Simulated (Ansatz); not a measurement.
Band structure of CuAu (P4/mmm, 2 atoms in the cell).

```xyz
2
Lattice="2.8000 0.0000 0.0000 0.0000 2.8000 0.0000 0.0000 0.0000 3.6700" Properties=species:S:1:pos:R:3 pbc="T T T"
Cu     0.0000     0.0000     0.0000
Au     1.4000     1.4000     1.8350
```

Method of the run: PBE, PAW files (plane waves; Ansatz, an electronic-structure program).

Settings: kpoints.mp_grid.grid = 12 12 10; hamiltonian.xc = pbe; hamiltonian.pseudopotentials = {kind: paw} (an earlier, softer set of the program's PAW files); scf.occupations.method = gaussian; scf.occupations.width = 0.272 eV; kpoints.band_path.npoints = 8.

The starting cell has typed, rounded lattice constants, without a prior relaxation at this level. Spin-orbit coupling is off. Spin polarisation is off.

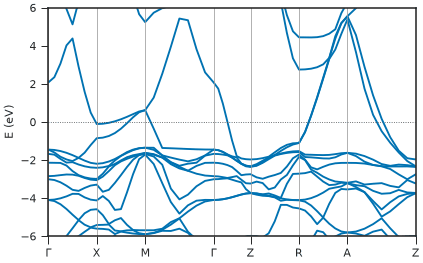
Figure: Bands along the path, energies from the Fermi level.

Levels in eV from the Fermi level, bands 16 to 22:
| point | 16 | 17 | 18 | 19 | 20 | 21 | 22 |
|---|---|---|---|---|---|---|---|
| Γ | -2.15 | -1.68 | -1.45 | -1.45 | 2.07 | 8.13 | 10.06 |
| X | -3.00 | -2.41 | -2.20 | -0.86 | -0.12 | 9.46 | 9.58 |
| M | -1.63 | -1.36 | -1.36 | 0.61 | 0.61 | 5.24 | 6.92 |
| Z | -2.75 | -2.37 | -2.34 | -2.34 | -1.97 | 14.38 | 14.68 |
| R | -1.72 | -1.58 | -1.53 | -1.11 | -1.11 | 2.75 | 4.44 |
| A | -2.15 | -1.63 | -1.62 | 5.38 | 5.55 | 5.55 | 6.28 |

Bands cross the Fermi level along this path, so the cell is metallic at this level.

Keys are those of Ansatz 0.2.
